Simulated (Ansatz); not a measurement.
**AlH₄+ (singlet): the correlation ladder at distance Al1–H5 = 1.216 Å, cc-pVDZ**

How much of the correlation energy of AlH₄+ (singlet) does each wave-function method recover here?

Program: Ansatz 0.2.0, Gaussian basis. Level of theory: cc-pVDZ, core rule «outside noble gas», up to 5 orbitals frozen. These are calculated values, not measurements.

Plan: UHF; CCSD(T) on RHF; BCCD(T) on RHF; CISD; CCSDT(Q) on RHF; CASSCF and MRCISD+Q, 2 electrons in 2 orbitals; CASSCF and NEVPT2, 2 electrons in 2 orbitals; Full CI.

47 further runs of the same task are left out: 33 for a known fault of the program, 9 that didn't finish, 5 set aside as unsound or not needed.

## Step 1: What is computed

The geometry derives from a PBE0/def2-TZVP stationary point (not a proven minimum). One bond is set to the value named and the two fragments are kept rigid.

5 atoms, charge 1, spin multiplicity 1.

Atoms are counted from 1 here; the program's logs count them from 0.

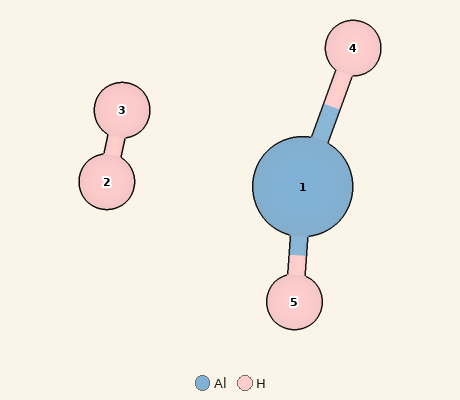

The structure; aluminium light blue, hydrogen pink; atoms are numbered from 1 in the order of the file.

In the tables R marks a restricted determinant and U an unrestricted one; 'pair' is the active space of 2 electrons in 2 orbitals; energies count from the table's Hartree-Fock row.

## Step 2: UHF

The input, in.yaml:

```yaml
crystal:
  periodic: [false, false, false]
  atoms:
    - {symbol: Al, position_ang: [0.000000, -0.010816, -0.120140]}
    - {symbol: H, position_ang: [0.000000, -0.395609, 1.920910]}
    - {symbol: H, position_ang: [0.000000, 0.373977, 1.920910]}
    - {symbol: H, position_ang: [-0.000002, 1.526119, -0.336291]}
    - {symbol: H, position_ang: [0.000001, -1.214965, -0.289490]}
basis:
  gaussian: {orbitals: cc-pVDZ}
total_charge: 1
magnetization: {spin_polarized: true, initial_magnetization: 0}
hamiltonian: {xc: hf}
output: {orbitals: {seedname: orbitals}}
```

Started as:

```console
> ansatz run in.yaml --threads 1 --pin off --events-out ev --progress --plain --max-ram 2393MiB
```

What it wrote:

```text
Functional definition: HF
  name "HF"
  cite "Fock, Z. Phys. 61, 126 (1930) doi:10.1007/BF01340294"
  parent pbe
  exchange = exact_x
  correlation = 0
350 factors; integrals over basis functions are off by at most 1.6e-3 eV
mean field evaluation 1: about -6635.4843 eV, gradient 6.2e0 eV
mean field evaluation 2: about -6635.4848 eV, gradient 6.2e0 eV
mean field evaluation 4: about -6635.9185 eV, gradient 1.1e-1 eV
mean field evaluation 8: about -6635.9187 eV, gradient 1.2e-4 eV
mean field -6635.91868462 eV, -243.8655136726 hartree, gradient 2.4e-5 eV, S^2 0.000000; 0 other end points of the search recorded, 0 dependent functions left out
reference -6635.91868462 eV, -243.8655136726 hartree; 8, 8 occupied and 30, 30 virtual orbitals, 350 factors
Total energy: -6635.91868462 eV, -243.8655136726 hartree
```

Wall time 0.66 s (1 thread of Arm Neoverse V2, shared host).

From the report: ⟨S²⟩ of the determinant 0.000 (pure singlet: 0.00).

The unrestricted search falls back on the restricted solution.

## Step 3: CCSD(T) on RHF

in.yaml: that of step 2 with these lines changed.

```diff
@@ -11,4 +11,4 @@
 total_charge: 1
-magnetization: {spin_polarized: true, initial_magnetization: 0}
-hamiltonian: {xc: hf}
-output: {orbitals: {seedname: orbitals}}
+magnetization: {spin_polarized: false}
+correlation: {method: ccsd_t, electrons: outside_noble_gas}
+output: {forces: true}
```

Same command.

What it wrote, shortened:

```text
Functional definition: HF
  name "HF"
  cite "Fock, Z. Phys. 61, 126 (1930) doi:10.1007/BF01340294"
  parent pbe
[...]
350 factors; integrals over basis functions are off by at most 1.6e-3 eV
[...]
mean field -6635.91868462 eV, -243.8655136726 hartree, gradient 2.9e-6 eV, S^2 0.000000; 0 other end points of the search recorded, 0 dependent functions left out
5 core orbitals not correlated: weight in the atoms' cores, before any rotation towards them, 1.000 or more for the frozen orbitals, at most 0.000 for the correlated occupied ones
reference -6635.91868462 eV, -243.8655136726 hartree; 3, 3 occupied and 30, 30 virtual orbitals, 350 factors
second order -2.17442179 eV of doubles, -0.00000000 eV of singles
cycle   1  -2.66818049 eV  change   -4.9e-1 eV  update   4.9e-2
[...]
cycle   8  -2.86109156 eV  change   -3.5e-6 eV  update   5.2e-6
perturbative correction -0.02026309 eV, -0.0007446549 hartree
[...]
Total energy: -6638.80003927 eV, -243.9714015029 hartree
Atom 0 at     0.000000    -0.010816    -0.120140 Å, force    -0.000011    10.455998     1.352870 eV/Å
Atom 1 at     0.000000    -0.395609     1.920910 Å, force     0.000000    -0.201601     0.095036 eV/Å
Atom 2 at     0.000000     0.373977     1.920910 Å, force    -0.000000     0.194637     0.060494 eV/Å
Atom 3 at    -0.000002     1.526119    -0.336291 Å, force    -0.000000     0.021754    -0.017780 eV/Å
Atom 4 at     0.000001    -1.214965    -0.289490 Å, force     0.000011   -10.470787    -1.490621 eV/Å
Dipole moment:     0.000000    -0.033851     0.209476 e Å
```

It took 0.42 s on 1 thread of Arm Neoverse V2, shared host.

From the report: correlation -2.8814 eV; T1 0.007; largest double amplitude 0.06.

## Step 4: BCCD(T) on RHF

in.yaml: that of step 3 with these lines changed.

```diff
@@ -12,3 +12,2 @@
 magnetization: {spin_polarized: false}
-correlation: {method: ccsd_t, electrons: outside_noble_gas}
-output: {forces: true}
+correlation: {method: bccd_t, electrons: outside_noble_gas}
```

The command is unchanged.

What it wrote, shortened:

```text
Functional definition: HF
  name "HF"
  cite "Fock, Z. Phys. 61, 126 (1930) doi:10.1007/BF01340294"
  parent pbe
[...]
350 factors; integrals over basis functions are off by at most 1.6e-3 eV
[...]
mean field -6635.91868462 eV, -243.8655136726 hartree, gradient 2.9e-6 eV, S^2 0.000000; 0 other end points of the search recorded, 0 dependent functions left out
5 core orbitals not correlated: weight in the atoms' cores, before any rotation towards them, 1.000 or more for the frozen orbitals, at most 0.000 for the correlated occupied ones
reference -6635.91868462 eV, -243.8655136726 hartree; 3, 3 occupied and 30, 30 virtual orbitals, 350 factors
second order -2.17442179 eV of doubles, -0.00000000 eV of singles
cycle   1  -2.67052738 eV  change   -5.0e-1 eV  update   4.9e-2
[...]
cycle   8  -2.86081649 eV  change   -4.0e-6 eV  update   5.1e-6
perturbative correction -0.02068073 eV, -0.0007600029 hartree
Total energy: -6638.80018184 eV, -243.9714067424 hartree
```

Wall time 0.24 s (1 thread of Arm Neoverse V2, shared host).

From the report: correlation -2.8815 eV; largest double amplitude 0.06.

## Step 5: CISD

in.yaml: that of step 4 with these lines changed.

```diff
@@ -11,3 +11,2 @@
 total_charge: 1
-magnetization: {spin_polarized: false}
-correlation: {method: bccd_t, electrons: outside_noble_gas}
+correlation: {active_space: {ras: {orbitals: [3, 0, 30], electrons: 6, max_holes: 2, max_particles: 2}, fixed_orbitals: true}}
```

Same command.

What it wrote:

```text
Functional definition: HF
  name "HF"
  cite "Fock, Z. Phys. 61, 126 (1930) doi:10.1007/BF01340294"
  parent pbe
  exchange = exact_x
  correlation = 0
350 factors; integrals over basis functions are off by at most 1.6e-3 eV
mean field evaluation 1: about -6635.4843 eV, gradient 8.8e0 eV
mean field evaluation 2: about -6635.4848 eV, gradient 8.8e0 eV
mean field evaluation 4: about -6635.9185 eV, gradient 1.6e-1 eV
mean field evaluation 8: about -6635.9187 eV, gradient 1.4e-4 eV
mean field -6635.91868462 eV, -243.8655136726 hartree, gradient 2.9e-6 eV, S^2 0.000000; 0 other end points of the search recorded, 0 dependent functions left out
reference -6635.91868462 eV, -243.8655136726 hartree; 8, 8 occupied and 30, 30 virtual orbitals, 350 factors
state -6638.68353052 eV, -243.9671198852 hartree
Total energy: -6638.68353052 eV, -243.9671198852 hartree
```

It took 0.36 s on 1 thread of Arm Neoverse V2, shared host.

From the report: 6,619 determinants.

## Step 6: CCSDT(Q) on RHF

in.yaml: that of step 5 with these lines changed.

```diff
@@ -11,2 +11,3 @@
 total_charge: 1
-correlation: {active_space: {ras: {orbitals: [3, 0, 30], electrons: 6, max_holes: 2, max_particles: 2}, fixed_orbitals: true}}
+magnetization: {spin_polarized: false}
+correlation: {method: ccsdt_q, electrons: outside_noble_gas}
```

Same command.

What it wrote, shortened:

```text
Functional definition: HF
  name "HF"
  cite "Fock, Z. Phys. 61, 126 (1930) doi:10.1007/BF01340294"
  parent pbe
[...]
698 factors; integrals over basis functions are off by at most 2.2e-7 eV
[...]
mean field -6635.91871977 eV, -243.8655149644 hartree, gradient 3.0e-6 eV, S^2 0.000000; 0 other end points of the search recorded, 0 dependent functions left out
5 core orbitals not correlated: weight in the atoms' cores, before any rotation towards them, 1.000 or more for the frozen orbitals, at most 0.000 for the correlated occupied ones
reference -6635.91871977 eV, -243.8655149644 hartree; 3, 3 occupied and 30, 30 virtual orbitals, 698 factors
second order -2.17446931 eV of doubles, -0.00000000 eV of singles
cycle   1  -2.66818607 eV  change   -4.9e-1 eV  update   5.0e-2
[...]
cycle  11  -2.88798445 eV  change    1.4e-7 eV  update   5.5e-7
perturbative correction -0.00045821 eV, -0.0000168389 hartree
Total energy: -6638.80716244 eV, -243.9716632745 hartree
```

Wall time 0.99 s (1 thread of Arm Neoverse V2, shared host).

From the report: correlation -2.8884 eV; T1 0.008; largest double amplitude 0.06.

## Step 7: CASSCF and MRCISD+Q, 2 electrons in 2 orbitals

in.yaml: that of step 6 with these lines changed.

```diff
@@ -11,3 +11,2 @@
 total_charge: 1
-magnetization: {spin_polarized: false}
-correlation: {method: ccsdt_q, electrons: outside_noble_gas}
+correlation: {method: fic_mrcisd_q, electrons: outside_noble_gas, active_space: {window: {electrons: 2, orbitals: 2}}}
```

The command is unchanged.

What it wrote, shortened:

```text
Functional definition: HF
  name "HF"
  cite "Fock, Z. Phys. 61, 126 (1930) doi:10.1007/BF01340294"
  parent pbe
[...]
350 factors; integrals over basis functions are off by at most 1.6e-3 eV
[...]
mean field -6635.91868462 eV, -243.8655136726 hartree, gradient 2.9e-6 eV, S^2 0.000000; 0 other end points of the search recorded, 0 dependent functions left out
reference -6635.91868462 eV, -243.8655136726 hartree; 8, 8 occupied and 30, 30 virtual orbitals, 350 factors
state -6636.39970308 eV, -243.8831907749 hartree
contracted CI cycle   1: correlation 0.00000000 eV, 0.0000000000 hartree, residual 1.18e1 eV
contracted CI cycle   2: correlation -2.25656817 eV, -0.0829273507 hartree, residual 1.84e0 eV
contracted CI cycle   3: correlation -2.31160917 eV, -0.0849500700 hartree, residual 4.54e-1 eV
contracted CI cycle   4: correlation -2.31548237 eV, -0.0850924077 hartree, residual 1.59e-1 eV
[...]
contracted CI cycle   3: correlation -2.38596605 eV, -0.0876826351 hartree, residual 4.56e-1 eV
contracted CI cycle   4: correlation -2.38986176 eV, -0.0878257997 hartree, residual 1.56e-1 eV
contracted CI cycle   5: correlation -2.39032459 eV, -0.0878428083 hartree, residual 5.42e-2 eV
contracted CI cycle   6: correlation -2.39038826 eV, -0.0878451482 hartree, residual 2.17e-2 eV
contracted CI cycle   7: correlation -2.39039677 eV, -0.0878454611 hartree, residual 7.54e-3 eV
contracted CI cycle   8: correlation -2.39039778 eV, -0.0878454982 hartree, residual 2.39e-3 eV
contracted CI cycle   9: correlation -2.39039789 eV, -0.0878455020 hartree, residual 7.42e-4 eV
state -6636.33027412 eV, -243.8806393076 hartree; corrected -6638.83426400 eV, -243.9726592387 hartree
state -6636.33027412 eV, -243.8806393076 hartree; corrected -6638.83426400 eV, -243.9726592387 hartree
WARN: the results are in doubt because another end's mean lies 0.069 eV lower, and its corrected mean 0.006 eV higher
Total energy: -6638.83426400 eV, -243.9726592387 hartree
In doubt: another end's mean lies 0.069 eV lower, and its corrected mean 0.006 eV higher
```

Wall time 0.72 s (1 thread of Arm Neoverse V2, shared host).

From the report: 4 determinants; active occupations 1.97, 0.03. The program marks this result as in doubt; its last lines say why.

## Step 8: CASSCF and NEVPT2, 2 electrons in 2 orbitals

in.yaml: that of step 7 with these lines changed.

```diff
@@ -11,2 +11,2 @@
 total_charge: 1
-correlation: {method: fic_mrcisd_q, electrons: outside_noble_gas, active_space: {window: {electrons: 2, orbitals: 2}}}
+correlation: {method: sc_nevpt2, electrons: outside_noble_gas, active_space: {window: {electrons: 2, orbitals: 2}}}
```

Same command.

What it wrote, shortened:

```text
Functional definition: HF
  name "HF"
  cite "Fock, Z. Phys. 61, 126 (1930) doi:10.1007/BF01340294"
  parent pbe
[...]
350 factors; integrals over basis functions are off by at most 1.6e-3 eV
[...]
mean field -6635.91868462 eV, -243.8655136726 hartree, gradient 2.9e-6 eV, S^2 0.000000; 0 other end points of the search recorded, 0 dependent functions left out
reference -6635.91868462 eV, -243.8655136726 hartree; 8, 8 occupied and 30, 30 virtual orbitals, 350 factors
state -6636.39970308 eV, -243.8831907749 hartree
state -6636.39970308 eV, -243.8831907749 hartree; corrected -6638.13041490 eV, -243.9467932612 hartree
state -6636.33027412 eV, -243.8806393076 hartree
state -6636.33027412 eV, -243.8806393076 hartree; corrected -6638.11518731 eV, -243.9462336577 hartree
state -6636.39970308 eV, -243.8831907749 hartree; corrected -6638.13041490 eV, -243.9467932612 hartree
[...]
Total energy: -6638.13041490 eV, -243.9467932612 hartree
```

It took 0.51 s on 1 thread of Arm Neoverse V2, shared host.

From the report: 4 determinants; active occupations 1.98, 0.02.

## Step 9: Full CI

in.yaml: that of step 8 with these lines changed.

```diff
@@ -11,2 +11,2 @@
 total_charge: 1
-correlation: {method: sc_nevpt2, electrons: outside_noble_gas, active_space: {window: {electrons: 2, orbitals: 2}}}
+correlation: {method: fci, electrons: outside_noble_gas}
```

Same command.

What it wrote:

```text
Functional definition: HF
  name "HF"
  cite "Fock, Z. Phys. 61, 126 (1930) doi:10.1007/BF01340294"
  parent pbe
  exchange = exact_x
  correlation = 0
698 factors; integrals over basis functions are off by at most 2.2e-7 eV
mean field evaluation 1: about -6635.4843 eV, gradient 8.8e0 eV
mean field evaluation 2: about -6635.4848 eV, gradient 8.8e0 eV
mean field evaluation 4: about -6635.9186 eV, gradient 1.6e-1 eV
mean field evaluation 8: about -6635.9187 eV, gradient 1.4e-4 eV
mean field -6635.91871977 eV, -243.8655149644 hartree, gradient 3.0e-6 eV, S^2 0.000000; 0 other end points of the search recorded, 0 dependent functions left out
5 core orbitals not correlated: weight in the atoms' cores, before any rotation towards them, 1.000 or more for the frozen orbitals, at most 0.000 for the correlated occupied ones
reference -6635.91871977 eV, -243.8655149644 hartree; 3, 3 occupied and 30, 30 virtual orbitals, 698 factors
state -6638.80731868 eV, -243.9716690164 hartree
Total energy: -6638.80731868 eV, -243.9716690164 hartree
```

Wall time 41 s (1 thread of Arm Neoverse V2, shared host); peak memory 1.2 GiB.

From the report: 15,031,936 determinants, symmetry A'.

## Step 10: How many determinants matter

Natural occupations of the FCI state about the gap (report; correlated orbitals 1 to 10): 1.965, 1.959, 1.952, 0.028, 0.021, 0.013, 0.011, 0.010, 0.008, 0.008. The count of effectively unpaired electrons, Σ n²(2 − n)², is 0.03; a single determinant of this spin has 0.

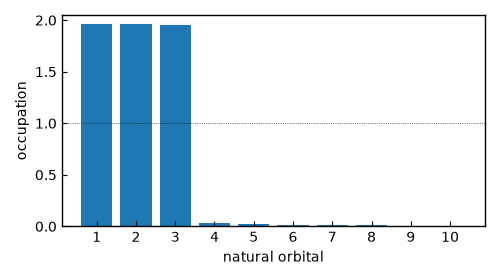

Natural occupations of the FCI state.

## Step 11: All levels against the top one

The yardstick is full CI for this spin, exact in this basis with these frozen cores. Rows without a time come out of other runs: HF, MP2 and CCSD of CCSD(T), CCSDT of CCSDT(Q), CASSCF and MRCISD of the multireference runs. The times of RCCSD(T) include forces.

Differences are taken before rounding.

```
     method  energy from the lowest RHF (meV)  from FCI (meV)    time
        RHF                               0.0         +2888.6        
       RMP2                           -2174.4          +714.2        
       CISD                           -2764.8          +123.8  0.36 s
      RCCSD                           -2861.1           +27.5        
   RCCSD(T)                           -2881.4            +7.3  0.42 s
    BCCD(T)                           -2881.5            +7.1  0.24 s
     RCCSDT                           -2888.0            +0.6        
  RCCSDT(Q)                           -2888.5            +0.2  0.99 s
CASSCF pair                            -481.0         +2407.6        
NEVPT2 pair                           -2211.7          +676.9  0.51 s
        FCI                           -2888.6               0    41 s
```

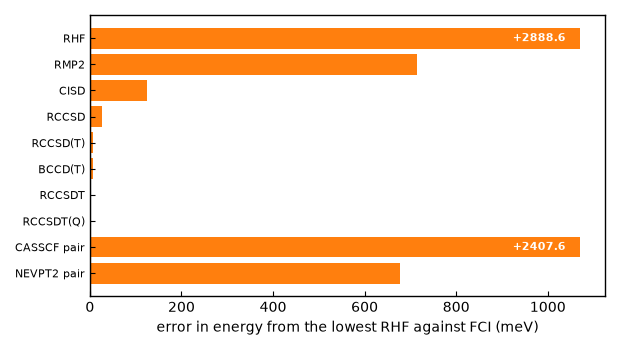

Deviations from FCI, method by method. Bars with a number in them are cut short.

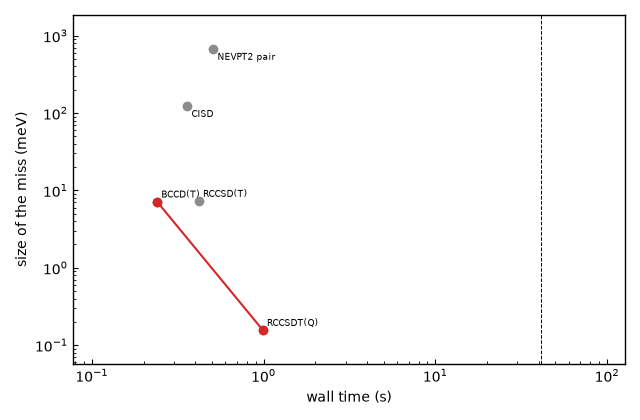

Accuracy for the time spent; red marks the levels that beat every quicker one drawn (of those quicker than the yardstick), and the dashed line is the time of FCI. Times are from a shared host. Runs this short are mostly start-up, so their order is noise.

Not comparable, so not listed: CASSCF and MRCISD+Q, 2 electrons in 2 orbitals (they don't share determinant, frozen orbitals or solution with the rows shown, or repeat one).

## Step 12: Outcome

```
                         quantity                                        value
         FCI below the RHF energy                                   -2.8886 eV
                    RMP2 from FCI                                   +714.2 meV
                   RCCSD from FCI                                    +27.5 meV
                RCCSD(T) from FCI                                     +7.3 meV
               RCCSDT(Q) from FCI                                     +0.2 meV
             NEVPT2 pair from FCI                                   +676.9 meV
levels within 1 kcal/mol (43 meV)  RCCSD, RCCSD(T), BCCD(T), RCCSDT, RCCSDT(Q)
                    T1 diagnostic                                        0.007
   effectively unpaired electrons                                         0.03
```

What this shows: RCCSD(T) misses by +7.3 meV, 0.3 % of the correlation energy. One determinant dominates. These misses are within one basis, not against nature.
